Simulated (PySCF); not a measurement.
## Electronic structure of C₃H₉NO₂Si₂ in real space

```yaml
atoms:
  - { symbol: C, position_ang: [1.9595, 1.4179, 1.1756] }
  - { symbol: N, position_ang: [1.5957, 0.5951, 0.3026] }
  - { symbol: C, position_ang: [1.6801, -0.8018, 0.5313] }
  - { symbol: Si, position_ang: [-0.1359, -1.4221, 0.6427] }
  - { symbol: Si, position_ang: [-1.2780, -0.4361, -1.1005] }
  - { symbol: O, position_ang: [-2.7674, -1.0882, -1.0626] }
  - { symbol: C, position_ang: [-1.5174, 1.4531, -0.8615] }
  - { symbol: O, position_ang: [-2.6170, 1.9194, -0.6678] }
  - { symbol: H, position_ang: [2.4041, 1.1394, 2.1374] }
  - { symbol: H, position_ang: [1.8386, 2.4723, 0.9762] }
  - { symbol: H, position_ang: [2.1550, -1.2559, -0.3390] }
  - { symbol: H, position_ang: [2.2611, -1.0649, 1.4255] }
  - { symbol: H, position_ang: [-0.6100, -1.0537, 1.9899] }
  - { symbol: H, position_ang: [-0.0752, -2.8920, 0.6299] }
  - { symbol: H, position_ang: [-0.7236, -0.5561, -2.4580] }
  - { symbol: H, position_ang: [-3.5387, -0.5384, -1.1968] }
  - { symbol: H, position_ang: [-0.6378, 2.1241, -0.8827] }
```

Geometry: GFN2-xTB.

The calculation used PySCF 2.14.0, PBE0/pcSseg-1, SCF density, gas phase, non-relativistic.

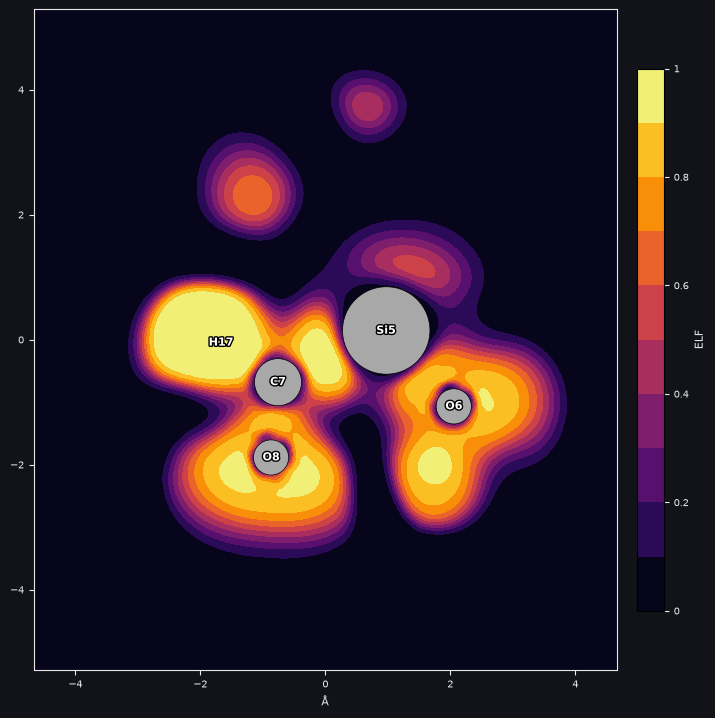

Figure 1. Electron localisation function on the plane of atoms Si5, C7 and H17. Grey discs cover the atomic cores.

### What do the fields say about this system?

Atoms in the plane: Si, O, C and H.
C–O (1.21 Å): the ELF peaks at about 0.85 between the atoms; a multiple bond.
Si–O (1.63 Å): the ELF peaks at about 0.85 between the atoms; a short, strongly polar bond.
C–Si (1.92 Å): the ELF peaks at about 1 between the atoms: a covalent bond.
The ELF also peaks beside O8 and O6, away from the bonds: lone-pair regions.

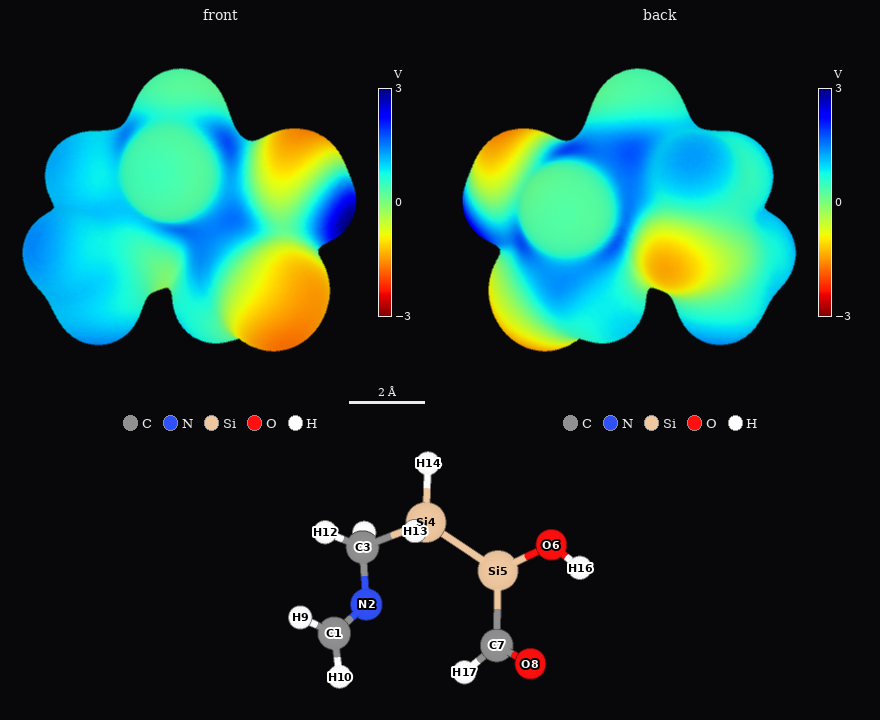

Figure 2. The molecular electrostatic potential painted on the density surface at 0.004 e/bohr³, seen from the front and from behind; the colour scale runs from red (negative) to blue (positive). The bare structure is drawn below in the same view.

### Describe the electrostatic potential map.

The most negative region (about −1.7 V) lies over O8, the most positive (about +2.8 V) over H16. O8 is the likeliest acceptor of a hydrogen bond.
